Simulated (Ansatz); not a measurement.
A series of calculations on C2HClFI

**1. Relaxation**

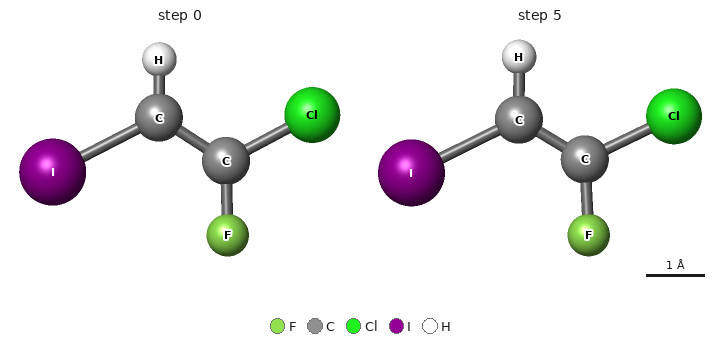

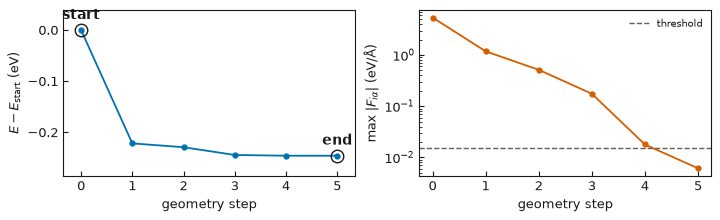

First and last geometry of a relaxation of C2HClFI, with the history of the run. Style: ball-and-stick. Shown face on.

The run prepares an end point of a later path (torsion) calculation, from a guessed geometry.

The calculation used RKS r2SCAN-D4/def2-SVP in Ansatz. (no spin polarisation; force threshold 0.015 eV/Å; at most 40 steps)

Question: Read the history and describe the run.

Answer: It converged. Over 5 geometry steps the energy falls by 0.246 eV. Largest force component: 5.4 eV/Å at the start, 0.0061 eV/Å at the end. The largest move after the best rigid fit is that of the H atom, 0.045 Å. Largest moves by element: H 0.045 Å, Cl 0.039 Å, C 0.038 Å, I 0.027 Å, F 0.017 Å. Among the contacts that change: C–H 1.011 → 1.090 Å, C–C 1.389 → 1.337 Å, C–F 1.293 → 1.319 Å, C–Cl 1.700 → 1.723 Å. Among the angles between lasting bonds that change: Cl–C–C 119.0° → 123.0°, F–C–Cl 116.8° → 112.9°, C–C–I 119.9° → 122.4°. The run took 16 s on 2 threads of Intel(R) Xeon(R) Platinum 8488C (Sapphire Rapids), with other jobs on the host, peak memory 0.19 GiB.

```json
{"step": "0", "E − E(0), eV": "0.0000", "largest force component, eV/Å": "5.3912"}
{"step": "1", "E − E(0), eV": "-0.2216", "largest force component, eV/Å": "1.1790"}
{"step": "2", "E − E(0), eV": "-0.2290", "largest force component, eV/Å": "0.5137"}
{"step": "3", "E − E(0), eV": "-0.2442", "largest force component, eV/Å": "0.1748"}
{"step": "4", "E − E(0), eV": "-0.2457", "largest force component, eV/Å": "0.0178"}
{"step": "5", "E − E(0), eV": "-0.2457", "largest force component, eV/Å": "0.0061"}
```

**2. Relaxation**

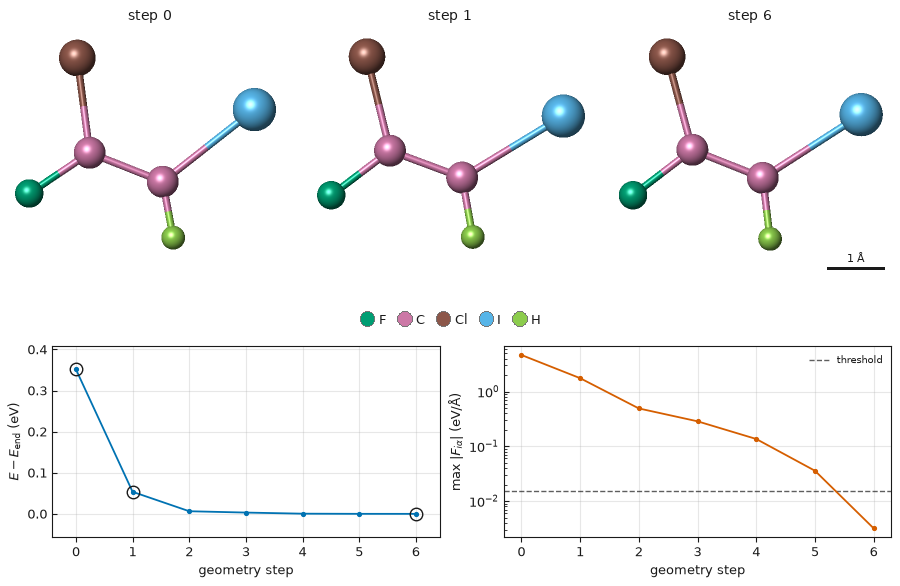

Frames of a relaxation of C2HClFI, marked on the history of the run. A ball-and-stick model, seen face on.

The run prepares an end point of a later path (torsion) calculation, from a guessed geometry.

Theory: Ansatz, RKS r2SCAN-D4/def2-SVP.

Input file:
```yaml
crystal:
  periodic: [false, false, false]
  atoms:
    - { symbol: F, position_ang: [-1.6289, -0.0544, 0.5534] }
    - { symbol: C, position_ang: [-0.3465, -0.2204, 0.5629] }
    - { symbol: Cl, position_ang: [0.3211, -0.9597, 1.9411] }
    - { symbol: C, position_ang: [0.4965, 0.1559, -0.4744] }
    - { symbol: I, position_ang: [2.5398, -0.15302, -0.30829] }
    - { symbol: H, position_ang: [0.15414, 0.61365, -1.30769] }
basis:
  gaussian: { orbitals: def2-SVP }
hamiltonian:
  xc: r2scan
  dispersion: d4
relax:
  f_tol: 0.015
  max_steps: 40
```

Run as
```bash
ansatz run input.yaml --threads 2 --pin off --max-ram 3072MiB --backend cpu --events-out ev --progress --plain --runs-dir out
```

Question: Describe the path.

Answer: The energy falls by 0.351 eV in 6 geometry steps. Largest force component: 4.7 eV/Å at the start, 0.0032 eV/Å at the end. Cl3 moves most after the best rigid fit: 0.18 Å. By element the largest moves are Cl 0.18 Å, I 0.15 Å, F 0.07 Å, C 0.07 Å, H 0.06 Å. Near-neighbour distances that change, for instance: Cl3–I5 3.261 → 3.578 Å, C4–H6 1.011 → 1.092 Å, C2–C4 1.389 → 1.339 Å, F1–C2 1.293 → 1.327 Å. Bond angles that change, for instance: Cl3–C2–C4 119.0° → 126.8°, C2–C4–I5 119.9° → 125.3°, F1–C2–Cl3 116.8° → 112.6°. From step 0 to 1: I5 moves most (0.20 Å), energy −0.298 eV. From step 1 to 6: H6 moves most (0.06 Å), energy −0.054 eV.

```json
{"step": "0", "E − E(0), eV": "0.0000", "largest force component, eV/Å": "4.6706"}
{"step": "1", "E − E(0), eV": "-0.2978", "largest force component, eV/Å": "1.7602"}
{"step": "2", "E − E(0), eV": "-0.3450", "largest force component, eV/Å": "0.4926"}
{"step": "3", "E − E(0), eV": "-0.3483", "largest force component, eV/Å": "0.2866"}
{"step": "4", "E − E(0), eV": "-0.3510", "largest force component, eV/Å": "0.1363"}
{"step": "5", "E − E(0), eV": "-0.3514", "largest force component, eV/Å": "0.0358"}
{"step": "6", "E − E(0), eV": "-0.3514", "largest force component, eV/Å": "0.0032"}
```

**3. Path**

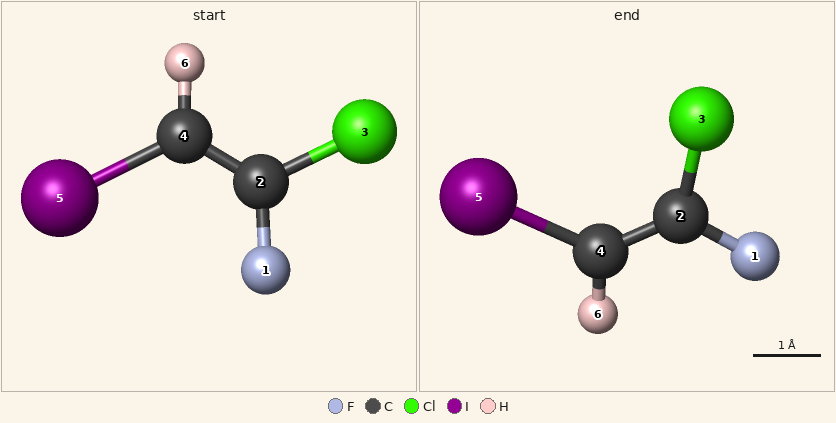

The two relaxed end points of a path for C₂HClFI. The picture is a ball-and-stick view, seen face on.

Level of theory: RKS r2SCAN-D4/def2-SVP in Ansatz.

Set-up: 5 movable images; climbing image; force threshold 0.05 eV/Å; iteration limit 60.

Start:
```xyz
6

F    -1.6279   -0.0607    0.5695
C    -0.3187   -0.2211    0.5418
Cl    0.2955   -0.9618    1.9707
C     0.4602    0.1475   -0.4801
I    -0.3050    1.0419   -2.2002
H     1.5381   -0.0098   -0.4479
```

End:
```xyz
6

F     0.5827   -0.8256    1.5798
C    -0.1423   -0.2775    0.6126
Cl   -1.8125   -0.2230    0.9904
C     0.4403    0.1625   -0.5095
I    -0.5492    1.0393   -2.1103
H     1.5231    0.0604   -0.6093
```

> What barrier does the band find between them, and by what path?

Forward barrier 64.7 kcal/mol, backward barrier 63.7 kcal/mol, with image 3 at the top; the reaction energy is +1.0 kcal/mol. The motion is a rotation about the C2–C4 bond by about 180°. No bond forms or breaks between the ends. Among the angles between lasting bonds that change up to the highest image: C2–C4–I5 122.4° → 98.6°, I5–C4–H6 116.7° → 106.0°. The band is converged.

Energies of the converged images:

| image | path (Å) | E (kcal/mol) |
| --- | --- | --- |
| 0 | 0.00 | 0.0 |
| 1 | 0.79 | 10.5 |
| 2 | 1.58 | 38.0 |
| 3 | 2.37 | 64.7 |
| 4 | 3.04 | 38.9 |
| 5 | 3.71 | 10.7 |
| 6 | 4.38 | 1.0 |

The geometry at the top of the path:

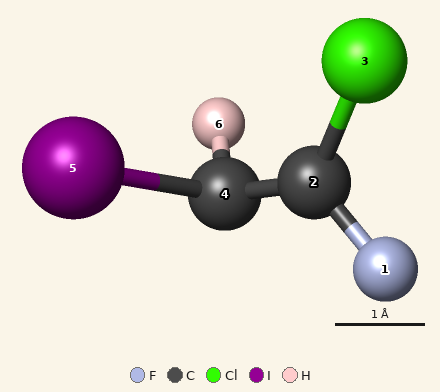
